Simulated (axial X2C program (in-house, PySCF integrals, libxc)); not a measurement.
# SeF: properties at the nuclei

Wanted for SeF: properties at the nuclei, at the two-component level.

Computed with an in-house X2C program for linear molecules on PySCF integrals. Level: two-component X2C with atomic mean-field terms, Se dyall-acv3z, F dyall-av3z.

All values are calculated.

### 1 Set-up

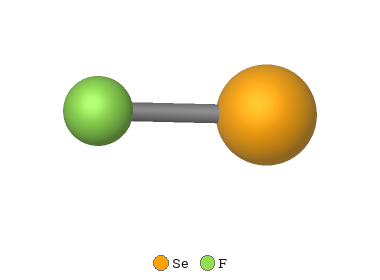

The two atoms at 1.800 Å (selenium orange, fluorine green).

Input file task.json:

```json
{
 "zs": [
  34,
  9
 ],
 "q": 0,
 "bas": [
  "dyall-acv3z",
  "dyall-av3z"
 ],
 "r0": 1.8,
 "levels": [
  "PBE0",
  "HF",
  "B3LYP"
 ],
 "nst": 1,
 "ff": 1,
 "thr": -3.5,
 "nmax": 130,
 "opt": {
  "ecut": 60
 }
}
```

Keys: zs atomic numbers; q charge; bas basis sets; r0 starting distance in Å; levels methods (HF also brings MP2); nst determinants followed; ff finite-field run; thr threshold in hartree for freezing inner shells (an s shell follows its p shell); nmax most natural virtual spinors; ecut virtual cutoff in hartree.

Run with:

```
> python soeom.py task.json out
```

Nuclei are Gaussian, cores are contracted, and the Gaunt term is on.

### 2 Expectation values, lowest determinant

R = 1.741 Å. State: Ω = 3/2 (excess of +ω over −ω: ω = 3/2).

Output of the PBE0 run:

```text
two-component X2C + atomic mean field  PBE0
basis functions 172  fitting functions 927  grid points 5077
iter        total energy     max residual
   1      -2528.683991099     6.38e-06
   2      -2528.683991101     4.56e-06
converged
one-electron -3701.82926344  Coulomb 1179.72611880  exact exchange -24.21227606  xc functional -74.47512393  nuclear repulsion 93.00874586  atomic mean-field constant -0.90219233
```

The highest occupied spinor is 83% Se p, 10% F p, 3% F d.

| level | Eeff magnitude (GV/cm) | Ws magnitude Se (kHz) | A∥/gI Se (MHz) | qzz Se (a.u.) | A∥/gI F (MHz) | qzz F (a.u.) | μ (D) |
| --- | --- | --- | --- | --- | --- | --- | --- |
| PBE0 | 0.335 | 0.102 | 469 | 8.40 | 45.7 | 2.61 | -1.46 |
| HF | 0.995 | 0.29 | 516 | 8.75 | 36.7 | 2.66 | -1.88 |
| B3LYP | 0.26 | 0.0803 | 483 | 8.57 | 47.1 | 2.58 | -1.49 |

Eeff is the effective electric field on the electron dipole moment in this Ω state and Ws the scalar–pseudoscalar constant (defined with the proton number Z and per Ω); A∥ is the parallel hyperfine constant, which follows by multiplying with the nuclear g factor gI = μI/(I μN); qzz is the electric field gradient, eQq0 = 234.96 MHz × Q/barn × qzz; μ is positive if F is the positive end. The operators were transformed with the bare-nucleus X2C matrices.

### 3 Finite-field coupled cluster

Output:

```text
two-component X2C + atomic mean field  HF
basis functions 172  fitting functions 927  grid points 5077
iter        total energy     max residual
   1      -2526.845695352     1.78e-01
   2      -2526.870472834     6.62e-03
   3      -2526.871473991     5.69e-03
   4      -2526.871706238     1.41e-03
   5      -2526.871780308     1.11e-03
   6      -2526.871802014     4.60e-04
   7      -2526.871810484     1.76e-04
   8      -2526.871813729     1.56e-04
   9      -2526.871814918     1.39e-04
  10      -2526.871816350     1.04e-04
  11      -2526.871817363     5.56e-05
  12      -2526.871817599     2.72e-05
  13      -2526.871817647     1.48e-05
  14      -2526.871817669     4.44e-06
  15      -2526.871817672     1.86e-06
  16      -2526.871817672     1.05e-06
converged
one-electron -3701.70057902  Coulomb 1179.69354958  exact exchange -96.97134176  xc functional 0.00000000  nuclear repulsion 93.00874586  atomic mean-field constant -0.90219233
correlated 23  virtual 275  natural virtual 130  E(MP2) -0.891635527  MP2 remainder -0.064406600
iter   CCSD correlation   residual
   1     -0.787543315   1.34e-01
   2     -0.802319536   5.76e-02
   3     -0.806330551   2.00e-02
   4     -0.805957734   7.67e-03
   5     -0.806011385   3.52e-03
   6     -0.806077660   1.52e-03
   7     -0.806071655   7.34e-04
   8     -0.806074210   3.41e-04
   9     -0.806074042   1.98e-04
  10     -0.806073086   1.15e-04
  11     -0.806072055   6.14e-05
  12     -0.806072340   2.68e-05
  13     -0.806072177   1.25e-05
  14     -0.806072247   6.33e-06
  15     -0.806072234   3.53e-06
(T) -0.019537387  T1 0.0193  D1 0.0587  max T2 0.077
```

T1 in the output is the amplitude norm over the root of the electron number; divide by √2 for the Lee–Taylor value.

23 electrons correlated in 130 natural virtual spinors, MP2 remainder added; T1 = 0.014.

| level | Eeff magnitude (GV/cm) | Ws magnitude Se (kHz) | A∥/gI Se (MHz) | qzz Se (a.u.) | A∥/gI F (MHz) | μ (D) |
| --- | --- | --- | --- | --- | --- | --- |
| HF | 0.995 | 0.29 | 516 | 8.75 | 36.7 | -1.88 |
| MP2 | 0.0467 | 0.0195 | 476 | 8.44 | 35.2 | -1.56 |
| CCSD | 0.337 | 0.103 | 504 | 8.32 | 38.2 | -1.61 |
| CCSD(T) | 0.27 | 0.0837 | 500 | 8.19 | 40.5 | -1.52 |

### 4 Outcome

| quantity | value |
| --- | --- |
| lowest determinant | Ω = 3/2 (excess of +ω over −ω: ω = 3/2) |
| Eeff magnitude (GV/cm), PBE0 | 0.335 |
| Ws magnitude Se (kHz), PBE0 | 0.102 |
| A∥/gI Se (MHz), PBE0 | 469 |
| qzz Se (a.u.), PBE0 | 8.40 |
| Eeff magnitude (GV/cm), CCSD(T) | 0.27 |
| Ws magnitude Se (kHz), CCSD(T) | 0.0837 |
| A∥/gI Se (MHz), CCSD(T) | 500 |
| qzz Se (a.u.), CCSD(T) | 8.19 |

**Reading.** In the first state, the effective field runs from 0.26 to 0.995 GV/cm over the mean-field levels, so the levels don't agree on it. The expectation values come from single determinants, which for open shells can mix terms of unlike spin or miss the lowest Ω, so a determinant need not be a state. Eeff is the effective electric field on the electron dipole moment in this Ω state and Ws the scalar–pseudoscalar constant (defined with the proton number Z and per Ω); A∥ is the parallel hyperfine constant, which follows by multiplying with the nuclear g factor gI = μI/(I μN); qzz is the electric field gradient, eQq0 = 234.96 MHz × Q/barn × qzz; μ is positive if F is the positive end. The operators were transformed with the bare-nucleus X2C matrices. Correlation of the inner shells is missing, which matters for properties at the nucleus.
